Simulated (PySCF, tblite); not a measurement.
# C₅H₁₃FSSi: geometry, infrared bands and NMR shifts

What infrared bands and NMR shifts should C₅H₁₃FSSi (`CCCS[Si@H](C)CF`) show?

Computed with tblite 0.8.0 and PySCF 2.14.0, with density-fitted response routines of our own, on a single molecule in the gas phase. Atoms are numbered from 0 throughout.

### 1 The starting structure

21 atoms, charge 0, multiplicity 1; geometry from: force field or distance geometry start.

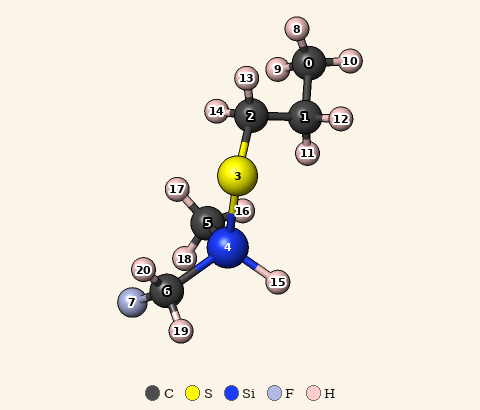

As it starts; carbon dark grey, sulfur yellow, silicon blue, fluorine light blue, hydrogen pink, atoms numbered.

### 2 Optimising the geometry with GFN2-xTB

What the job is given:

```
{"job": {"kind": "relax", "xc": "GFN2-xTB", "basis": "xTB"}, "charge": 0, "multiplicity": 1}
C      3.270800    -0.022500    -0.005300
C      1.958000    -0.345900     0.726800
C      1.179300     0.924700     0.794100
S     -0.425300     0.779300     1.615400
Si    -1.729300    -0.474300     0.498300
C     -1.117200    -0.481400    -1.276400
C     -3.469600     0.258800     0.381900
F     -3.890300     0.290700    -0.938800
H      3.674100     0.909700     0.424100
H      2.939500     0.128100    -1.059600
H      3.907700    -0.897600     0.065300
H      1.398700    -1.128700     0.200200
H      2.200900    -0.709600     1.778300
H      1.737300     1.754700     1.278600
H      1.008400     1.295600    -0.265700
H     -1.809900    -1.842200     1.039100
H     -0.307600    -1.183700    -1.457900
H     -0.830400     0.562200    -1.518200
H     -2.008800    -0.721100    -1.905500
H     -4.197500    -0.359900     0.945600
H     -3.497700     1.280100     0.833700
```

Command:

```
> OMP_NUM_THREADS=1 python probes_run.py task.json out
```

The driver reads the jobs from task.json and runs them one after another.

What it wrote:

```text
step      E/eV     max force
  0    -735.63579    1.912
  1    -735.83708    0.780
  2    -735.90862    0.557
  3    -735.95834    0.532
  4    -735.98891    0.330
  5    -736.00826    0.276
  6    -736.02304    0.294
  7    -736.03409    0.279
  8    -736.04426    0.322
  9    -736.05331    0.240
 10    -736.06078    0.204
 11    -736.06654    0.149
 12    -736.07120    0.159
 13    -736.07528    0.127
 14    -736.07863    0.134
 15    -736.08140    0.154
 16    -736.08394    0.123
 17    -736.08620    0.108
 18    -736.08810    0.090
 19    -736.08976    0.131
 20    -736.09137    0.139
 21    -736.09313    0.116
 22    -736.09518    0.110
 23    -736.09759    0.127
 24    -736.10024    0.154
 25    -736.10258    0.132
 26    -736.10416    0.089
 27    -736.10529    0.084
 28    -736.10651    0.109
 29    -736.10800    0.126
 30    -736.10956    0.108
 31    -736.11081    0.070
 32    -736.11172    0.064
 33    -736.11251    0.086
 34    -736.11333    0.071
 35    -736.11418    0.067
 36    -736.11517    0.073
 37    -736.11638    0.085
 38    -736.11771    0.091
 39    -736.11892    0.084
 40    -736.11996    0.079
 41    -736.12101    0.083
 42    -736.12229    0.090
 43    -736.12373    0.100
 44    -736.12501    0.080
 45    -736.12607    0.082
 46    -736.12715    0.090
 47    -736.12840    0.108
 48    -736.12984    0.105
 49    -736.13144    0.104
 50    -736.13287    0.166
 51    -736.13518    0.156
 52    -736.13841    0.137
 53    -736.14230    0.188
 54    -736.14609    0.218
 55    -736.15201    0.209
 56    -736.15744    0.243
 57    -736.15736    0.320
 58    -736.16390    0.167
 59    -736.16604    0.113
 60    -736.16951    0.098
 61    -736.17515    0.110
 62    -736.17880    0.155
 63    -736.18141    0.085
 64    -736.18204    0.203
 65    -736.18359    0.069
 66    -736.18461    0.067
 67    -736.18706    0.090
 68    -736.18815    0.071
 69    -736.18903    0.085
 70    -736.19007    0.081
 71    -736.19132    0.072
 72    -736.19266    0.086
 73    -736.19387    0.087
 74    -736.19463    0.097
 75    -736.19501    0.109
 76    -736.19589    0.058
 77    -736.19669    0.066
 78    -736.19731    0.069
 79    -736.19788    0.053
 80    -736.19845    0.053
 81    -736.19905    0.046
 82    -736.19957    0.045
 83    -736.19996    0.045
 84    -736.20028    0.038
 85    -736.20044    0.073
 86    -736.20074    0.033
 87    -736.20096    0.025
 88    -736.20127    0.034
 89    -736.20154    0.042
 90    -736.20189    0.037
 91    -736.20224    0.036
 92    -736.20258    0.040
 93    -736.20286    0.039
 94    -736.20308    0.034
 95    -736.20324    0.030
 96    -736.20337    0.027
 97    -736.20352    0.026
 98    -736.20370    0.034
 99    -736.20393    0.035
100    -736.20414    0.032
101    -736.20431    0.027
102    -736.20445    0.022
103    -736.20457    0.023
104    -736.20469    0.025
105    -736.20481    0.021
106    -736.20488    0.017
107    -736.20494    0.016
108    -736.20499    0.017
109    -736.20506    0.019
110    -736.20513    0.018
111    -736.20519    0.018
112    -736.20526    0.021
113    -736.20536    0.025
114    -736.20547    0.023
115    -736.20559    0.024
116    -736.20571    0.027
117    -736.20584    0.025
118    -736.20599    0.027
119    -736.20614    0.028
120    -736.20626    0.021
121    -736.20635    0.020
122    -736.20642    0.019
123    -736.20650    0.020
124    -736.20657    0.015
125    -736.20663    0.013
126    -736.20668    0.015
127    -736.20674    0.017
128    -736.20680    0.017
129    -736.20687    0.014
130    -736.20694    0.019
131    -736.20700    0.021
132    -736.20705    0.016
133    -736.20710    0.014
134    -736.20718    0.015
135    -736.20728    0.018
136    -736.20737    0.018
137    -736.20744    0.018
138    -736.20752    0.017
139    -736.20761    0.017
140    -736.20771    0.015
141    -736.20779    0.013
142    -736.20783    0.009
```

Wall time 2.2 s (1 thread of Arm Neoverse N1, shared host).

Step by step: (not every step is listed)

```tsv
step	energy from step 0 (eV)	largest force (eV/Å)
0	0.0000	1.9122
1	-0.2013	0.7801
2	-0.2728	0.5569
3	-0.3225	0.5323
4	-0.3531	0.3304
5	-0.3725	0.2761
6	-0.3872	0.2944
7	-0.3983	0.2794
8	-0.4085	0.3221
20	-0.4556	0.1389
32	-0.4759	0.0636
44	-0.4892	0.0796
56	-0.5216	0.2433
68	-0.5524	0.0709
80	-0.5627	0.0534
92	-0.5668	0.0397
104	-0.5689	0.0252
116	-0.5699	0.0266
128	-0.5710	0.0166
137	-0.5716	0.0177
138	-0.5717	0.0170
139	-0.5718	0.0166
140	-0.5719	0.0153
141	-0.5720	0.0130
142	-0.5720	0.0087
```

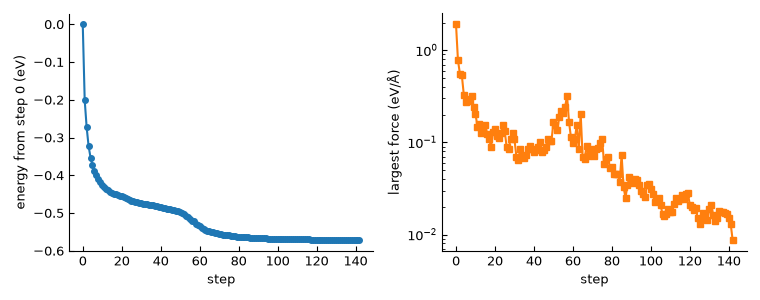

Energy and force, step by step.

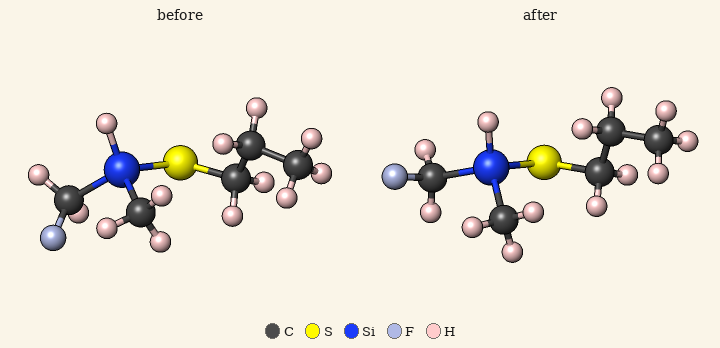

The geometry before (left) and after (right).

Close pairs (by a distance rule), those that changed most:

```tsv
bond	before (Å)	after (Å)	change (Å)
C1–H12	1.139	1.091	-0.048
C2–H14	1.136	1.089	-0.047
C5–H18	1.117	1.086	-0.031
C0–H9	1.115	1.088	-0.027
C1–C2	1.492	1.518	+0.027
S3–Si4	2.126	2.152	+0.026
C6–H20	1.117	1.093	-0.025
C2–H13	1.111	1.090	-0.022
```

The end geometry stands in the next job.

### 3 Infrared spectrum with GFN2-xTB

What the job is given:

```
{"job": {"kind": "ir", "xc": "GFN2-xTB", "basis": "xTB"}, "charge": 0, "multiplicity": 1}
C      3.264733    -0.301419     0.239595
C      1.862927    -0.330017     0.837722
C      1.168115     1.008090     0.658654
S     -0.483965     1.062674     1.441058
Si    -1.586672    -0.329328     0.225317
C     -1.229683    -0.077756    -1.622710
C     -3.419865     0.069454     0.598831
F     -4.227466    -0.858902    -0.027366
H      3.876230     0.449815     0.733922
H      3.221528    -0.064319    -0.821369
H      3.745175    -1.269312     0.357481
H      1.273489    -1.113636     0.355574
H      1.918588    -0.562133     1.902600
H      1.732429     1.802358     1.146214
H      1.048365     1.257001    -0.394539
H     -1.307199    -1.703747     0.651153
H     -0.251902    -0.461860    -1.900506
H     -1.262845     0.975016    -1.896387
H     -1.968636    -0.598368    -2.224583
H     -3.650549     0.014245     1.664386
H     -3.731719     1.049086     0.229186
```

What it wrote:

```text
mode    cm-1     km/mol
  1      34.9      0.45
  2      52.8      5.65
  3      62.1      2.28
  4      75.7      0.58
  5     112.2      4.71
  6     128.5      0.78
  7     152.4      1.40
  8     181.5      1.20
  9     198.2     10.36
 10     230.4      0.72
 11     236.3      1.87
 12     287.7      6.89
 13     368.4      1.54
 14     503.7     55.05
 15     610.4     94.79
 16     638.8    139.13
 17     684.0     25.51
 18     738.9      1.28
 19     743.5     14.66
 20     770.8      4.43
 21     788.1    122.78
 22     823.5    136.56
 23     828.0    137.33
 24     875.1      1.85
 25     946.2      8.12
 26    1028.3     56.09
 27    1047.0      1.46
 28    1084.0      0.05
 29    1118.5      1.75
 30    1195.2     15.96
 31    1218.5      1.13
 32    1235.9     10.37
 33    1267.4      1.48
 34    1274.4      0.82
 35    1336.0      1.32
 36    1366.4     17.19
 37    1413.4      1.85
 38    1440.9      3.26
 39    1453.4      0.43
 40    1469.4      1.97
 41    1477.2      0.75
 42    1494.3      0.34
 43    1499.3      4.61
 44    1503.0      2.47
 45    2232.0    241.35
 46    2957.5     28.92
 47    2969.3     24.07
 48    2970.5     29.00
 49    2987.3      7.08
 50    2996.3     24.05
 51    3002.3     13.39
 52    3017.0     15.00
 53    3032.4     45.19
 54    3034.9     19.07
 55    3039.2     34.13
 56    3044.2     25.58
 57    3045.2      8.05
```

It took 1.7 s on 1 thread of Arm Neoverse N1, shared host.

The strongest bands and the atoms that carry them (share of the mass-weighted mode):

```tsv
cm⁻¹	km/mol	atoms
504	55.0	Si4 42 %, S3 40 %
610	94.8	H15 83 %
639	139.1	H15 75 %
788	122.8	Si4 30 %, C5 19 %, H19 15 %, C6 12 %
824	136.6	H17 38 %, H18 28 %, C5 17 %
828	137.3	H16 42 %, H18 18 %, C5 15 %, Si4 10 %
1028	56.1	C6 52 %, F7 40 %
2232	241.3	H15 97 %
```

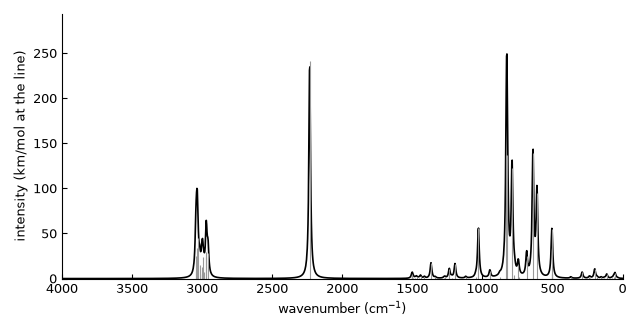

The infrared spectrum from these modes, unscaled. Lines are broadened to a width of 14 cm⁻¹ (Lorentzian).

### 4 Shielding tensors: PBE0/pcSseg-1

The job, as its differences from that of step 3:

```diff
@@ -1,2 +1,2 @@
-{"job": {"kind": "ir", "xc": "GFN2-xTB", "basis": "xTB"}, "charge": 0, "multiplicity": 1}
+{"job": {"kind": "nmr", "xc": "PBE0", "basis": "pcSseg-1"}, "charge": 0, "multiplicity": 1}
 C      3.264733    -0.301419     0.239595
```

Method: GIAO PBE0/pcSseg-1 NMR shielding, non-relativistic, gas phase.

What it wrote:

```text
coarse grid: 17824 points
cycle   1  E = -985.1227007972  dE =  5.033e-01  |g| = 5.805e-01  |ddm| = 3.934e+00
cycle   2  E = -985.0971578618  dE =  2.554e-02  |g| = 7.224e-01  |ddm| = 1.001e+00
cycle   3  E = -985.1943529551  dE = -9.720e-02  |g| = 7.931e-02  |ddm| = 5.388e-01
cycle   4  E = -985.1954211820  dE = -1.068e-03  |g| = 3.145e-02  |ddm| = 9.540e-02
cycle   5  E = -985.1956181972  dE = -1.970e-04  |g| = 5.156e-03  |ddm| = 2.751e-02
cycle   6  E = -985.1956239895  dE = -5.792e-06  |g| = 1.874e-03  |ddm| = 6.934e-03
final grid: 161152 points
cycle   7  E = -985.2530630500  dE = -5.214e-05  |g| = 1.116e-02  |ddm| = 3.659e-02
cycle   8  E = -985.2530456171  dE =  1.743e-05  |g| = 1.405e-02  |ddm| = 2.269e-02
cycle   9  E = -985.2530935581  dE = -4.794e-05  |g| = 7.840e-04  |ddm| = 1.323e-02
cycle  10  E = -985.2530936684  dE = -1.104e-07  |g| = 2.913e-04  |ddm| = 1.027e-03
cycle  11  E = -985.2530936844  dE = -1.593e-08  |g| = 5.482e-05  |ddm| = 2.489e-04
cycle  12  E = -985.2530936851  dE = -6.833e-10  |g| = 1.924e-05  |ddm| = 9.015e-05
converged SCF energy = -985.2530936851

GIAO shielding tensors (ppm)
atom      isotropic    diamagn.    paramagn.     s11        s22        s33       span
  0 C      170.419     245.653     -75.234    159.130    163.390    188.737     29.607
  1 C      155.238     249.972     -94.734    138.247    154.316    173.152     34.904
  2 C      153.109     253.784    -100.675    129.996    154.146    175.183     45.187
  3 S      650.519    1060.469    -409.950    541.382    584.193    825.982    284.600
  4 Si     359.967     880.313    -520.347    313.849    375.168    390.882     77.033
  5 C      192.092     256.204     -64.111    180.868    192.340    203.068     22.200
  6 C      107.770     250.189    -142.419     59.600     83.769    179.940    120.340
  7 F      476.430     470.184       6.246    430.524    483.518    515.248     84.725
  8 H       30.813      28.129       2.684     26.423     28.686     37.331     10.908
  9 H       30.922      29.841       1.080     26.284     29.890     36.591     10.307
 10 H       30.432      27.589       2.843     25.684     27.525     38.087     12.402
 11 H       30.205      34.083      -3.877     24.546     31.834     34.237      9.691
 12 H       30.077      32.066      -1.989     25.007     30.665     34.559      9.553
 13 H       29.379      33.050      -3.672     22.996     29.030     36.109     13.113
 14 H       29.326      35.226      -5.900     23.853     30.485     33.641      9.789
 15 H       26.487      30.135      -3.648     22.622     25.385     31.455      8.834
 16 H       31.188      33.928      -2.740     25.773     30.342     37.448     11.675
 17 H       31.524      32.195      -0.671     27.325     29.049     38.198     10.873
 18 H       30.998      29.799       1.199     25.943     28.300     38.749     12.806
 19 H       26.811      29.028      -2.216     21.857     28.472     30.105      8.248
 20 H       26.883      29.371      -2.488     22.356     28.133     30.160      7.804
```

Wall time 91 s (1 thread of Arm Neoverse N1, shared host); peak memory 0.96 GiB.

Shifts follow as δ = σ(reference) − σ, with reference shieldings (ppm) from runs at the same level and on the same kind of geometry: ¹H TMS 31.72, ¹³C TMS 186.9, ²⁹Si TMS 349.2, ¹⁹F CFCl3 170.9, ³³S CS2 504. The references are single molecules in the gas phase, so shifts against H2O, NH3, PH3, H3PO4 or CFCl3 are not on the usual liquid scales and can be off by tens of ppm. Atoms listed in one row are averaged.

```tsv
atoms	environment	σ (ppm)	δ (ppm)	δ scaled to CDCl3
C6	sp3 CH2 bonded to F and Si	107.8	79.2	75.3
C2	sp3 CH2 bonded to S	153.1	33.8	26.7
C1	sp3 CH2	155.2	31.7	29.0
C0	methyl carbon	170.4	16.5	14.2
C5	methyl carbon bonded to Si	192.1	-5.2	-7.0
H15	hydrogen on a silicon bonded to 2 C, S	26.49	5.23	–
H19	hydrogen on an sp3 CH2 bonded to F and Si	26.81	4.91	4.73
H20	hydrogen on an sp3 CH2 bonded to F and Si	26.88	4.83	4.66
H14	hydrogen on an sp3 CH2 bonded to S	29.33	2.39	2.36
H13	hydrogen on an sp3 CH2 bonded to S	29.38	2.34	2.31
H12	hydrogen on an sp3 CH2	30.08	1.64	1.65
H11	hydrogen on an sp3 CH2	30.21	1.51	1.53
H8, H9, H10	hydrogen on a methyl carbon	30.72	0.99	1.04
H16, H17, H18	hydrogen on a methyl carbon bonded to Si	31.24	0.48	0.56
S3	sulfur bonded to C, Si	651	-147	–
Si4	silicon bonded to 2 C, S, H	360.0	-10.8	–
F7	fluorine on an sp3 carbon	476.4	-305.5	–
```

The scaled column applies a straight-line fit of computed shieldings to shifts measured in CDCl3, with any fitted terms for Cl, Br or S neighbours, and one for carbons that bear F (root-mean-square error 0.16 ppm for H, 1.9 ppm for C).

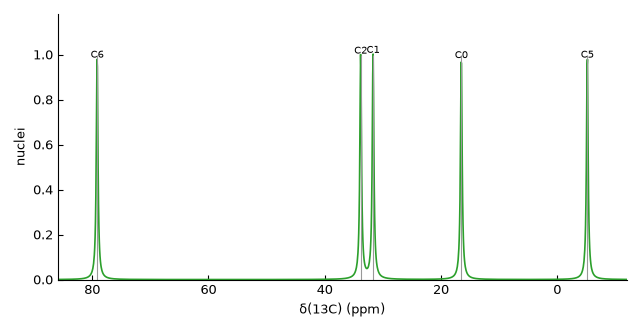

¹³C lines at the computed shifts, without couplings. Lines are broadened to a width of 0.34 ppm (Lorentzian).

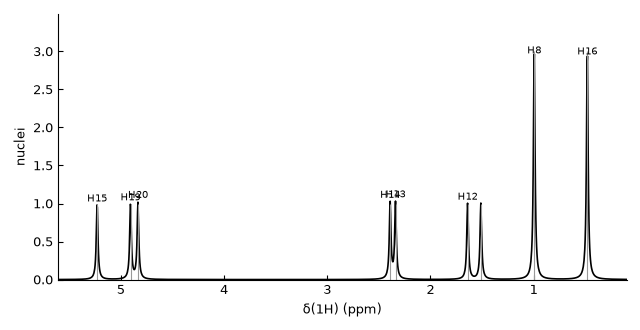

¹H lines at the computed shifts, without couplings. Lines are broadened to a width of 0.02 ppm (Lorentzian).

The run also stored atomic charges by several schemes (e):

```tsv
atoms	Mulliken	IAO	Hirshfeld	ESP fit
C0	-0.27	-0.42	-0.11	-0.36
C1	-0.28	-0.25	-0.07	0.21
C2	-0.35	-0.32	-0.06	-0.06
S3	-0.28	-0.21	-0.11	-0.43
Si4	0.68	0.83	0.34	0.53
C5	-0.63	-0.72	-0.21	-0.51
C6	-0.14	-0.23	-0.07	-0.01
F7	-0.35	-0.33	-0.13	-0.24
```

IAO charges:

C0 -0.42; C1 -0.25; C2 -0.32; S3 -0.21; Si4 0.83; C5 -0.72; C6 -0.23; F7 -0.33; H8 0.14; H9 0.14; H10 0.15; H11 0.13; H12 0.14; H13 0.16; H14 0.14; H15 -0.13; H16 0.16; H17 0.16; H18 0.17; H19 0.15; H20 0.15

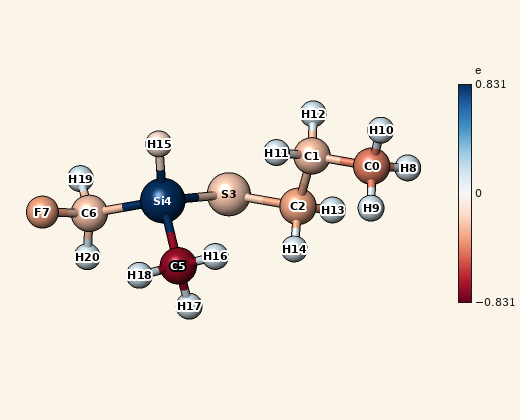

IAO charges, as colours on the atoms.

Mayer bond orders: C0–C1 1.06, C1–C2 1.00, C2–S3 1.02, S3–Si4 0.98, Si4–C5 0.95, Si4–C6 0.91, C6–F7 0.84.

Orbitals, density, ELF and potential are computed afterwards from the orbital file.

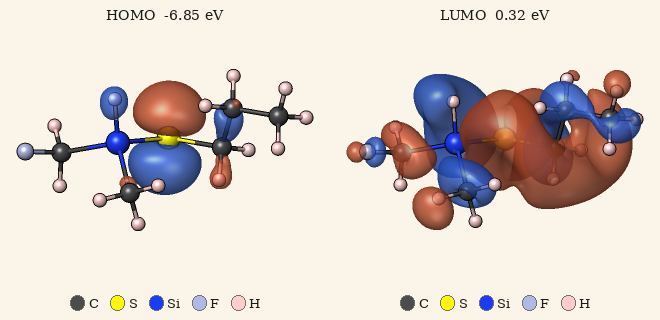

Frontier orbitals at PBE0/pcSseg-1; each surface holds 70 % of the orbital's density, blue and red mark the sign.

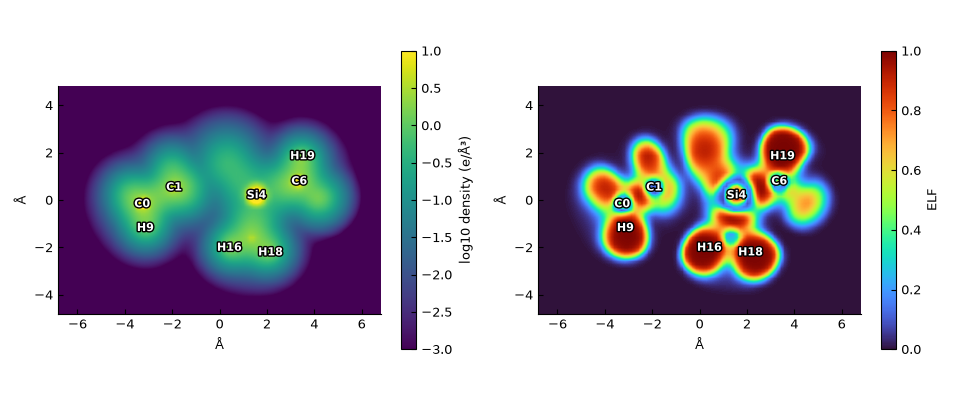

Density (left) and ELF (right) in a plane through or near 8 of the atoms.

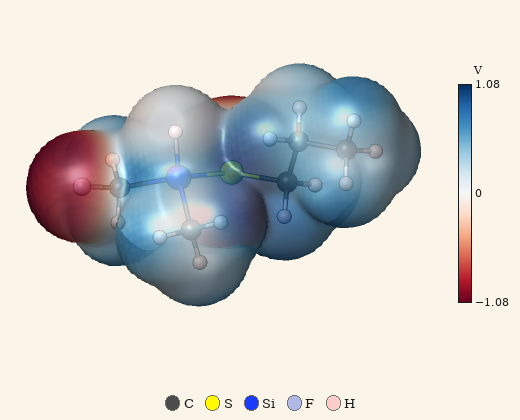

Electrostatic potential on the surface of density 0.002 e/bohr³; red is low, blue high. It runs from -1.08 V near F7 to 0.90 V near H16.

### 5 Summary of results

| quantity | value |
| --- | --- |
| strongest single infrared mode (GFN2-xTB) | 2232 cm⁻¹, 241 km/mol |
| zero-point energy (GFN2-xTB) | 106.2 kcal/mol |
| ¹³C shifts against TMS (PBE0/pcSseg-1) | 79.2, 33.8, 31.7, 16.5, -5.2 ppm |
| ¹H shifts against TMS (PBE0/pcSseg-1, means over atoms taken as alike) | 5.23, 4.91, 4.83, 2.39, 2.34, 1.64, 1.51, 0.99, 0.48 ppm |
| ³³S shifts against CS2 (PBE0/pcSseg-1) | -147 ppm |
| ²⁹Si shifts against TMS (PBE0/pcSseg-1) | -10.8 ppm |
| ¹⁹F shifts against CFCl3 (PBE0/pcSseg-1) | -305.5 ppm |
| surface potential, least and greatest | -1.08 V and 0.90 V |

**Reading.** Over 142 steps the energy fell by 0.572 eV; of the close pairs, C1–H12 changed most, 1.139 to 1.091 Å. All 57 modes are real, so the xTB geometry is a minimum. The strongest single mode, at 2232 cm⁻¹, moves mainly H15. GFN2-xTB is a fitted tight-binding method: band positions and strengths are rough. Its intensities can rank the bands wrongly. At PBE0/pcSseg-1: Shielding is most anisotropic at S3 (span 285 ppm, paramagnetic term -410 ppm).
